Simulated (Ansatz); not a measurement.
**Molecular dynamics, with input and output: C₂H₁₁FSi₂ (part 2 of 3)**

The same run, continued: C₂H₁₁FSi₂; UKS revPBE-D4/STO-3G (Ansatz 0.2.0). It belongs to a series of runs on one base structure; here: dynamics from the start.

Geometry of the input (Å):
```
Si -0.3835  -0.1080  -0.0206
F  0.9413  -0.2271  1.4803
C  -1.4418  0.9318  1.1660
C  -0.4329  -2.0048  0.0449
H  -1.0907  0.1291  -1.3244
H  1.3899  0.2953  0.4868
Si 1.6303  1.0091  -1.2251
H  -0.8497  1.4330  1.9229
H  -2.0023  1.6845  0.6241
H  -2.1566  0.3014  1.6839
H  -0.2044  -2.3960  1.0302
H  -1.4155  -2.3657  -0.2412
H  0.2815  -2.4273  -0.6553
H  2.9539  1.5538  -0.8743
H  0.9000  2.1412  -1.7959
H  1.8804  0.0496  -2.3023
```

What the program printed, continued
```
md step    84: t =    42.00 fs  T =  1284.4 K  F+E_penalty+E_count = -20472.41702294 eV  E_kin = 2.324290 eV  conserved = -20470.09273304 eV  (24 SCF iters, 3 dispersion substeps)
md step    85: t =    42.50 fs  T =  1262.0 K  F+E_penalty+E_count = -20472.37721604 eV  E_kin = 2.283689 eV  conserved = -20470.09352749 eV  (24 SCF iters, 3 dispersion substeps)
md step    86: t =    43.00 fs  T =  1256.4 K  F+E_penalty+E_count = -20472.36803787 eV  E_kin = 2.273624 eV  conserved = -20470.09441402 eV  (25 SCF iters, 3 dispersion substeps)
md step    87: t =    43.50 fs  T =  1261.5 K  F+E_penalty+E_count = -20472.37681275 eV  E_kin = 2.282862 eV  conserved = -20470.09395096 eV  (25 SCF iters, 3 dispersion substeps)
md step    88: t =    44.00 fs  T =  1276.6 K  F+E_penalty+E_count = -20472.40439176 eV  E_kin = 2.310170 eV  conserved = -20470.09422127 eV  (25 SCF iters, 3 dispersion substeps)
md step    89: t =    44.50 fs  T =  1295.6 K  F+E_penalty+E_count = -20472.44069908 eV  E_kin = 2.344595 eV  conserved = -20470.09610414 eV  (26 SCF iters, 3 dispersion substeps)
md step    90: t =    45.00 fs  T =  1302.4 K  F+E_penalty+E_count = -20472.45441386 eV  E_kin = 2.356814 eV  conserved = -20470.09759949 eV  (26 SCF iters, 3 dispersion substeps)
md step    91: t =    45.50 fs  T =  1283.5 K  F+E_penalty+E_count = -20472.41981858 eV  E_kin = 2.322590 eV  conserved = -20470.09722902 eV  (26 SCF iters, 3 dispersion substeps)
md step    92: t =    46.00 fs  T =  1239.5 K  F+E_penalty+E_count = -20472.33852107 eV  E_kin = 2.243020 eV  conserved = -20470.09550148 eV  (26 SCF iters, 3 dispersion substeps)
md step    93: t =    46.50 fs  T =  1182.8 K  F+E_penalty+E_count = -20472.23398107 eV  E_kin = 2.140454 eV  conserved = -20470.09352701 eV  (26 SCF iters, 3 dispersion substeps)
md step    94: t =    47.00 fs  T =  1129.4 K  F+E_penalty+E_count = -20472.13576393 eV  E_kin = 2.043885 eV  conserved = -20470.09187864 eV  (26 SCF iters, 3 dispersion substeps)
md step    95: t =    47.50 fs  T =  1093.9 K  F+E_penalty+E_count = -20472.07024002 eV  E_kin = 1.979620 eV  conserved = -20470.09062001 eV  (26 SCF iters, 3 dispersion substeps)
md step    96: t =    48.00 fs  T =  1087.8 K  F+E_penalty+E_count = -20472.05834709 eV  E_kin = 1.968505 eV  conserved = -20470.08984243 eV  (26 SCF iters, 3 dispersion substeps)
md step    97: t =    48.50 fs  T =  1117.9 K  F+E_penalty+E_count = -20472.11297335 eV  E_kin = 2.022920 eV  conserved = -20470.09005303 eV  (25 SCF iters, 3 dispersion substeps)
md step    98: t =    49.00 fs  T =  1181.9 K  F+E_penalty+E_count = -20472.23082571 eV  E_kin = 2.138835 eV  conserved = -20470.09199118 eV  (25 SCF iters, 3 dispersion substeps)
md step    99: t =    49.50 fs  T =  1263.4 K  F+E_penalty+E_count = -20472.38210834 eV  E_kin = 2.286228 eV  conserved = -20470.09588032 eV  (26 SCF iters, 3 dispersion substeps)
md step   100: t =    50.00 fs  T =  1330.8 K  F+E_penalty+E_count = -20472.50896376 eV  E_kin = 2.408276 eV  conserved = -20470.10068758 eV  (26 SCF iters, 3 dispersion substeps)
md step   101: t =    50.50 fs  T =  1347.8 K  F+E_penalty+E_count = -20472.54297148 eV  E_kin = 2.438965 eV  conserved = -20470.10400624 eV  (26 SCF iters, 3 dispersion substeps)
md step   102: t =    51.00 fs  T =  1292.9 K  F+E_penalty+E_count = -20472.44255943 eV  E_kin = 2.339680 eV  conserved = -20470.10287911 eV  (25 SCF iters, 3 dispersion substeps)
md step   103: t =    51.50 fs  T =  1182.2 K  F+E_penalty+E_count = -20472.23555286 eV  E_kin = 2.139313 eV  conserved = -20470.09624031 eV  (24 SCF iters, 3 dispersion substeps)
md step   104: t =    52.00 fs  T =  1072.8 K  F+E_penalty+E_count = -20472.02925921 eV  E_kin = 1.941304 eV  conserved = -20470.08795484 eV  (24 SCF iters, 3 dispersion substeps)
md step   105: t =    52.50 fs  T =  1030.4 K  F+E_penalty+E_count = -20471.94956151 eV  E_kin = 1.864662 eV  conserved = -20470.08489992 eV  (24 SCF iters, 3 dispersion substeps)
md step   106: t =    53.00 fs  T =  1078.9 K  F+E_penalty+E_count = -20472.04201194 eV  E_kin = 1.952495 eV  conserved = -20470.08951688 eV  (23 SCF iters, 3 dispersion substeps)
md step   107: t =    53.50 fs  T =  1182.2 K  F+E_penalty+E_count = -20472.23657689 eV  E_kin = 2.139271 eV  conserved = -20470.09730584 eV  (26 SCF iters, 3 dispersion substeps)
md step   108: t =    54.00 fs  T =  1275.9 K  F+E_penalty+E_count = -20472.41118998 eV  E_kin = 2.308857 eV  conserved = -20470.10233310 eV  (26 SCF iters, 3 dispersion substeps)
md step   109: t =    54.50 fs  T =  1313.8 K  F+E_penalty+E_count = -20472.47989900 eV  E_kin = 2.377444 eV  conserved = -20470.10245491 eV  (26 SCF iters, 3 dispersion substeps)
md step   110: t =    55.00 fs  T =  1287.6 K  F+E_penalty+E_count = -20472.42944838 eV  E_kin = 2.330163 eV  conserved = -20470.09928549 eV  (26 SCF iters, 3 dispersion substeps)
md step   111: t =    55.50 fs  T =  1218.2 K  F+E_penalty+E_count = -20472.29986695 eV  E_kin = 2.204539 eV  conserved = -20470.09532817 eV  (26 SCF iters, 3 dispersion substeps)
md step   112: t =    56.00 fs  T =  1136.0 K  F+E_penalty+E_count = -20472.14796232 eV  E_kin = 2.055833 eV  conserved = -20470.09212887 eV  (26 SCF iters, 3 dispersion substeps)
md step   113: t =    56.50 fs  T =  1067.8 K  F+E_penalty+E_count = -20472.02236476 eV  E_kin = 1.932255 eV  conserved = -20470.09011005 eV  (26 SCF iters, 3 dispersion substeps)
md step   114: t =    57.00 fs  T =  1031.1 K  F+E_penalty+E_count = -20471.95503711 eV  E_kin = 1.865957 eV  conserved = -20470.08907968 eV  (26 SCF iters, 3 dispersion substeps)
md step   115: t =    57.50 fs  T =  1035.6 K  F+E_penalty+E_count = -20471.96288185 eV  E_kin = 1.874129 eV  conserved = -20470.08875258 eV  (26 SCF iters, 3 dispersion substeps)
md step   116: t =    58.00 fs  T =  1084.4 K  F+E_penalty+E_count = -20472.05152533 eV  E_kin = 1.962406 eV  conserved = -20470.08911959 eV  (26 SCF iters, 3 dispersion substeps)
md step   117: t =    58.50 fs  T =  1174.1 K  F+E_penalty+E_count = -20472.21519042 eV  E_kin = 2.124632 eV  conserved = -20470.09055816 eV  (26 SCF iters, 3 dispersion substeps)
md step   118: t =    59.00 fs  T =  1291.6 K  F+E_penalty+E_count = -20472.43097032 eV  E_kin = 2.337413 eV  conserved = -20470.09355721 eV  (25 SCF iters, 3 dispersion substeps)
md step   119: t =    59.50 fs  T =  1411.5 K  F+E_penalty+E_count = -20472.65232500 eV  E_kin = 2.554236 eV  conserved = -20470.09808856 eV  (26 SCF iters, 3 dispersion substeps)
md step   120: t =    60.00 fs  T =  1496.7 K  F+E_penalty+E_count = -20472.81150128 eV  E_kin = 2.708535 eV  conserved = -20470.10296610 eV  (26 SCF iters, 3 dispersion substeps)
md step   121: t =    60.50 fs  T =  1510.9 K  F+E_penalty+E_count = -20472.83984732 eV  E_kin = 2.734238 eV  conserved = -20470.10560958 eV  (25 SCF iters, 3 dispersion substeps)
md step   122: t =    61.00 fs  T =  1439.4 K  F+E_penalty+E_count = -20472.70775098 eV  E_kin = 2.604795 eV  conserved = -20470.10295555 eV  (25 SCF iters, 3 dispersion substeps)
md step   123: t =    61.50 fs  T =  1311.4 K  F+E_penalty+E_count = -20472.46757003 eV  E_kin = 2.373094 eV  conserved = -20470.09447569 eV  (24 SCF iters, 3 dispersion substeps)
md step   124: t =    62.00 fs  T =  1198.6 K  F+E_penalty+E_count = -20472.25442695 eV  E_kin = 2.168978 eV  conserved = -20470.08544865 eV  (25 SCF iters, 3 dispersion substeps)
md step   125: t =    62.50 fs  T =  1171.7 K  F+E_penalty+E_count = -20472.20431602 eV  E_kin = 2.120359 eV  conserved = -20470.08395655 eV  (25 SCF iters, 3 dispersion substeps)
md step   126: t =    63.00 fs  T =  1242.4 K  F+E_penalty+E_count = -20472.33966969 eV  E_kin = 2.248386 eV  conserved = -20470.09128386 eV  (25 SCF iters, 3 dispersion substeps)
md step   127: t =    63.50 fs  T =  1354.9 K  F+E_penalty+E_count = -20472.55186527 eV  E_kin = 2.451844 eV  conserved = -20470.10002152 eV  (25 SCF iters, 3 dispersion substeps)
md step   128: t =    64.00 fs  T =  1437.0 K  F+E_penalty+E_count = -20472.70418406 eV  E_kin = 2.600490 eV  conserved = -20470.10369374 eV  (26 SCF iters, 3 dispersion substeps)
md step   129: t =    64.50 fs  T =  1451.3 K  F+E_penalty+E_count = -20472.72847527 eV  E_kin = 2.626302 eV  conserved = -20470.10217328 eV  (26 SCF iters, 3 dispersion substeps)
md step   130: t =    65.00 fs  T =  1401.9 K  F+E_penalty+E_count = -20472.63533962 eV  E_kin = 2.536930 eV  conserved = -20470.09840980 eV  (26 SCF iters, 3 dispersion substeps)
md step   131: t =    65.50 fs  T =  1315.2 K  F+E_penalty+E_count = -20472.47470995 eV  E_kin = 2.379975 eV  conserved = -20470.09473484 eV  (26 SCF iters, 3 dispersion substeps)
md step   132: t =    66.00 fs  T =  1220.2 K  F+E_penalty+E_count = -20472.30017064 eV  E_kin = 2.208128 eV  conserved = -20470.09204228 eV  (26 SCF iters, 3 dispersion substeps)
md step   133: t =    66.50 fs  T =  1139.8 K  F+E_penalty+E_count = -20472.15296542 eV  E_kin = 2.062590 eV  conserved = -20470.09037496 eV  (26 SCF iters, 3 dispersion substeps)
md step   134: t =    67.00 fs  T =  1088.5 K  F+E_penalty+E_count = -20472.05926037 eV  E_kin = 1.969705 eV  conserved = -20470.08955519 eV  (27 SCF iters, 3 dispersion substeps)
md step   135: t =    67.50 fs  T =  1073.2 K  F+E_penalty+E_count = -20472.03170751 eV  E_kin = 1.942154 eV  conserved = -20470.08955357 eV  (26 SCF iters, 3 dispersion substeps)
md step   136: t =    68.00 fs  T =  1093.8 K  F+E_penalty+E_count = -20472.06985896 eV  E_kin = 1.979304 eV  conserved = -20470.09055494 eV  (26 SCF iters, 3 dispersion substeps)
md step   137: t =    68.50 fs  T =  1141.3 K  F+E_penalty+E_count = -20472.15799092 eV  E_kin = 2.065256 eV  conserved = -20470.09273456 eV  (26 SCF iters, 3 dispersion substeps)
md step   138: t =    69.00 fs  T =  1197.8 K  F+E_penalty+E_count = -20472.26336182 eV  E_kin = 2.167554 eV  conserved = -20470.09580796 eV  (25 SCF iters, 3 dispersion substeps)
md step   139: t =    69.50 fs  T =  1239.4 K  F+E_penalty+E_count = -20472.34150916 eV  E_kin = 2.242852 eV  conserved = -20470.09865758 eV  (26 SCF iters, 3 dispersion substeps)
md step   140: t =    70.00 fs  T =  1245.5 K  F+E_penalty+E_count = -20472.35364246 eV  E_kin = 2.253937 eV  conserved = -20470.09970533 eV  (26 SCF iters, 3 dispersion substeps)
md step   141: t =    70.50 fs  T =  1210.7 K  F+E_penalty+E_count = -20472.28940301 eV  E_kin = 2.190940 eV  conserved = -20470.09846329 eV  (26 SCF iters, 3 dispersion substeps)
md step   142: t =    71.00 fs  T =  1147.1 K  F+E_penalty+E_count = -20472.17242290 eV  E_kin = 2.075792 eV  conserved = -20470.09663136 eV  (26 SCF iters, 3 dispersion substeps)
md step   143: t =    71.50 fs  T =  1072.4 K  F+E_penalty+E_count = -20472.03633859 eV  E_kin = 1.940674 eV  conserved = -20470.09566410 eV  (25 SCF iters, 3 dispersion substeps)
md step   144: t =    72.00 fs  T =  1000.5 K  F+E_penalty+E_count = -20471.90470011 eV  E_kin = 1.810536 eV  conserved = -20470.09416449 eV  (26 SCF iters, 3 dispersion substeps)
md step   145: t =    72.50 fs  T =   947.0 K  F+E_penalty+E_count = -20471.80546610 eV  E_kin = 1.713808 eV  conserved = -20470.09165792 eV  (26 SCF iters, 3 dispersion substeps)
md step   146: t =    73.00 fs  T =   929.0 K  F+E_penalty+E_count = -20471.77271025 eV  E_kin = 1.681219 eV  conserved = -20470.09149146 eV  (26 SCF iters, 3 dispersion substeps)
md step   147: t =    73.50 fs  T =   944.2 K  F+E_penalty+E_count = -20471.80353303 eV  E_kin = 1.708607 eV  conserved = -20470.09492603 eV  (26 SCF iters, 3 dispersion substeps)
md step   148: t =    74.00 fs  T =   964.3 K  F+E_penalty+E_count = -20471.84341632 eV  E_kin = 1.745072 eV  conserved = -20470.09834388 eV  (26 SCF iters, 3 dispersion substeps)
md step   149: t =    74.50 fs  T =   959.7 K  F+E_penalty+E_count = -20471.83549187 eV  E_kin = 1.736707 eV  conserved = -20470.09878511 eV  (25 SCF iters, 3 dispersion substeps)
these checks for a lower state are left out or cut short: starts, cluster_reference, orbital_swaps, neighbouring_geometries, increment
619 factors; integrals over basis functions are off by at most 4.3e-5 eV
mean field -20470.81044588 eV, -752.2884082724 hartree, gradient 1.1e-5 eV, S^2 0.000000; 0 other end points of the search recorded, 0 dependent functions left out
the calculation of the forces begins
reference -20470.81047980 eV, -752.2884095189 hartree; 30, 30 occupied and 14, 14 virtual orbitals, 619 factors
619 factors; integrals over basis functions are off by at most 4.3e-5 eV
mean field evaluation 1184: about -20470.8104 eV, gradient 3.2e-3 eV
mean field -20470.81044588 eV, -752.2884082724 hartree, gradient 1.1e-5 eV, S^2 0.000000; 1 other end points of the search recorded, 0 dependent functions left out
the calculation of the forces begins
reference -20470.81047980 eV, -752.2884095189 hartree; 30, 30 occupied and 14, 14 virtual orbitals, 619 factors
md step   150: t =    75.00 fs  T =   921.6 K  F+E_penalty+E_count = -20471.76456665 eV  E_kin = 1.667822 eV  conserved = -20470.09674421 eV  (24 SCF iters, 3 dispersion substeps)
```

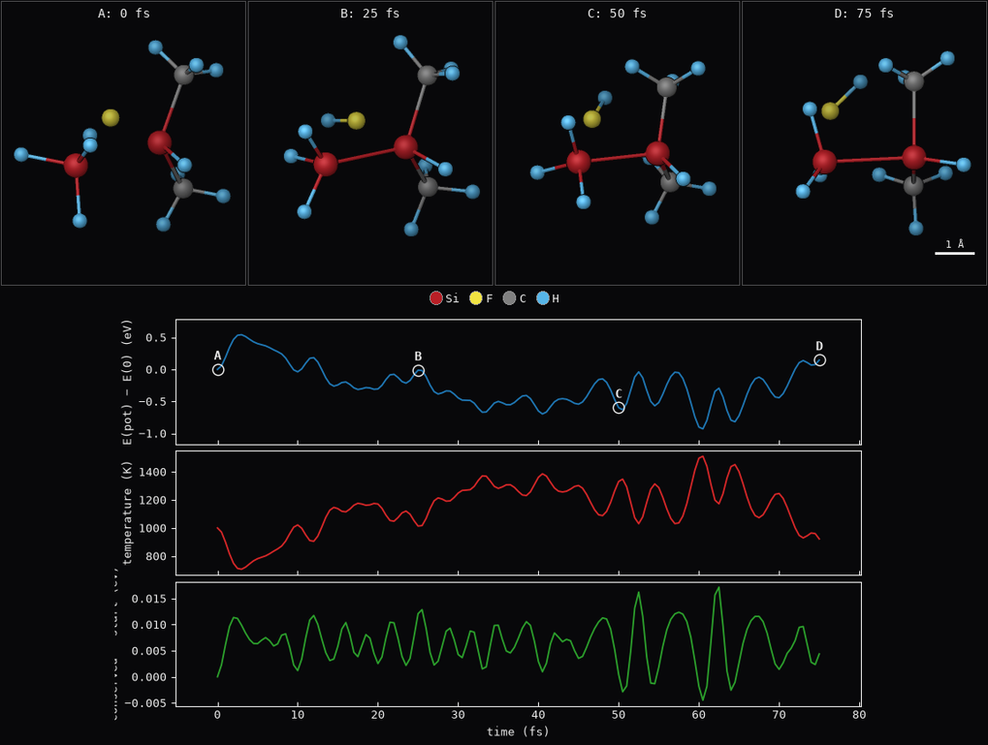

**Figure 1.** Frames of the molecular dynamics (ball-and-stick, seen at a tilt) above the curves, on which the letters mark them. The trajectory kept here has 151 frames over 75 fs. The temperature starts at 1000 K, ranges from 706 to 1511 K and averages 1210 K over the second half. The potential energy ends 0.146 eV above its first value. The conserved quantity stays within 0.022 eV. After an unweighted best fit of the last frame on the first, the root-mean-square displacement is 1.25 Å, and H6 has moved furthest (2.30 Å).

```
Total energy: -20471.76460057 eV, -752.3234728106 hartree
Atom 0 at    -0.797050    -0.038100    -0.776848 Å, force     0.266985     1.040484     2.663518 eV/Å
Atom 1 at     1.662559    -0.525570     2.413669 Å, force    -3.156899     0.910128     1.393828 eV/Å
Atom 2 at    -1.222083     1.072557     0.884340 Å, force     1.154056    -2.084374    -1.229019 eV/Å
Atom 3 at    -0.190058    -1.714363     0.033251 Å, force    -1.405864    -1.416582    -0.959649 eV/Å
Atom 4 at    -2.136086    -0.123199    -1.472385 Å, force     1.212140    -0.105969    -0.128362 eV/Å
Atom 5 at     0.701765    -0.223363     2.878163 Å, force     3.155647    -0.983878    -1.505390 eV/Å
Atom 6 at     1.359111     0.954884    -1.123646 Å, force    -3.038771    -0.431464     0.044199 eV/Å
Atom 7 at    -0.777283     2.053711     0.691447 Å, force     0.608931     0.261022     0.611035 eV/Å
Atom 8 at    -2.239135     1.284245     1.177130 Å, force    -1.357146    -0.262560    -0.282735 eV/Å
Atom 9 at    -0.783505     0.510707     1.765243 Å, force     0.118270     1.020495    -0.714617 eV/Å
Atom 10 at     0.699811    -1.568614     0.642223 Å, force     0.635062     0.562850     0.484926 eV/Å
Atom 11 at    -0.930631    -2.193959     0.717650 Å, force    -0.138342     0.627315    -0.096685 eV/Å
Atom 12 at     0.058941    -2.590313    -0.642031 Å, force    -0.095905     1.129489    -0.070973 eV/Å
Atom 13 at     1.866044    -0.140665    -0.354728 Å, force     1.532715    -0.155016    -0.127774 eV/Å
Atom 14 at     1.340339     2.119764    -0.259475 Å, force     0.219479     0.226464    -0.087212 eV/Å
Atom 15 at     1.858789     1.321085    -2.441577 Å, force     0.289642    -0.338405     0.004910 eV/Å
Dipole moment:    -0.001648     0.080374    -0.167749 e Å
```

Trajectory as extended XYZ (Å, eV, eV/Å), 13 of the 151 frames kept, from step=0 to step=150
```
16
Properties=species:S:1:pos:R:3:forces:R:3 step=0 time_fs=0.0 energy=-20471.91076 temperature=1000.0
Si   -0.3835   -0.1080   -0.0206   -0.4985  -0.1362  -0.2612
F     0.9413   -0.2271    1.4803    0.8793   1.3128  -2.8003
C    -1.4418    0.9318    1.1660    0.2505  -0.4644  -0.6017
C    -0.4329   -2.0048    0.0449   -0.2103   0.7904   0.0040
H    -1.0907    0.1291   -1.3244    0.4929   0.0383   0.3231
H     1.3899    0.2953    0.4868    0.4104  -0.6871   2.3205
Si    1.6303    1.0091   -1.2251   -0.6506  -0.3646   0.3306
H    -0.8497    1.4330    1.9229    0.5012   0.3474   0.5396
H    -2.0023    1.6845    0.6241   -0.4278   0.5722  -0.4138
H    -2.1566    0.3014    1.6839   -0.5564  -0.5057   0.3934
H    -0.2044   -2.3960    1.0302    0.1890  -0.2580   0.7132
H    -1.4155   -2.3657   -0.2412   -0.7363  -0.2751  -0.2409
H     0.2815   -2.4273   -0.6553    0.5165  -0.2726  -0.4977
H     2.9539    1.5538   -0.8743   -0.2069  -0.1524   0.1471
H     0.9000    2.1412   -1.7959    0.0783  -0.0556  -0.0086
H     1.8804    0.0496   -2.3023   -0.0313   0.1106   0.0527
16
Properties=species:S:1:pos:R:3:forces:R:3 step=12 time_fs=6.0 energy=-20471.54357 temperature=801.2
Si   -0.3938   -0.0948   -0.0324   -0.1519   0.5203  -1.9681
F     0.9488   -0.2625    1.5140   -1.5011  -1.1406   3.2882
C    -1.4495    0.9324    1.1123    0.3872  -0.6551   3.6507
C    -0.4294   -1.9754    0.0979   -1.2518  -2.8555  -1.5646
H    -1.1835    0.1497   -1.2123   -0.2526  -0.3149  -0.9199
H     1.3988    0.0495    0.7384    3.2867   1.4916  -2.5980
Si    1.6302    1.0209   -1.2696   -1.6251  -0.7421   2.4497
H    -0.7379    1.3969    1.8663   -0.7739   0.5314  -0.8960
H    -2.0994    1.6810    0.6188    0.1676  -0.1205   0.2259
H    -2.0499    0.2798    1.8668    0.3854   0.8157  -1.7815
H    -0.1686   -2.5150    1.0335    0.1445   0.7660   0.2253
H    -1.4076   -2.5539   -0.2471    1.6736   1.8358   0.5557
H     0.3329   -2.3387   -0.6469   -0.3118   0.0729   0.3593
H     2.8658    1.4086   -0.5019   -0.6226  -0.3048  -0.5735
H     0.9466    2.2766   -1.6101    0.4093  -0.1981  -0.3858
H     1.9873    0.1767   -2.4084    0.0365   0.2981  -0.0675
```
